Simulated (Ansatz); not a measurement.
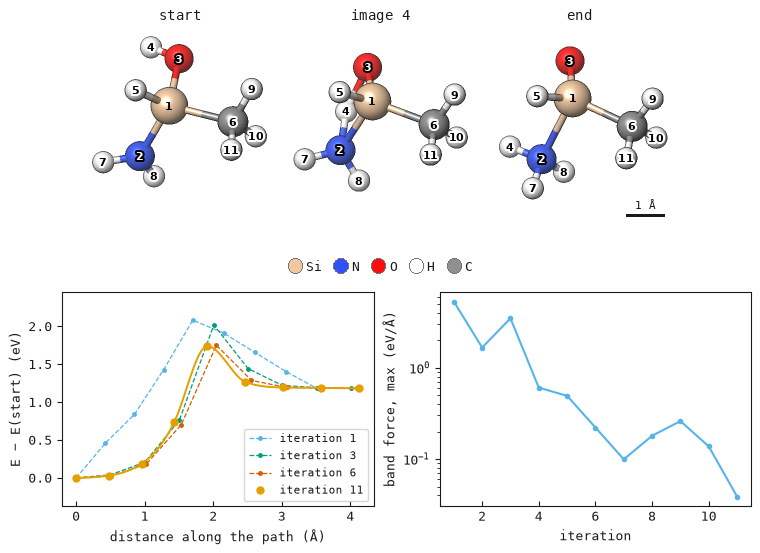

NEB run on CH$_{7}$NOSi. Images are numbered from 0 (start) to 8 (end). The plot follows the band through its iterations. A ball-and-stick model, seen at a tilt.

The calculation used RKS B3LYP/def2-mTZVP (Ansatz 0.2.0). Run with 7 movable images; climbing image; force threshold 0.05 eV/Å; iteration limit 60; starting path through a guess of the saddle point.

Question: Did the band converge, and can the barrier be trusted?

Answer: The result is final at these settings. The band converged in 11 iterations. The largest component of the band force went from 5.3 to 0.039 eV/Å. The climbing image converged on the top of the path. Its vibrational analysis gives one imaginary mode (1528i cm⁻¹), as a transition state must have. The first iteration put the highest image at 2.08 eV. The energy climbs by 1.74 eV to image 4 and then falls by 0.56 eV, so the end point sits at +1.18 eV.

Cost: 3 min on 2 threads of Arm Neoverse V2 (shared host), peak memory 0.21 GiB.
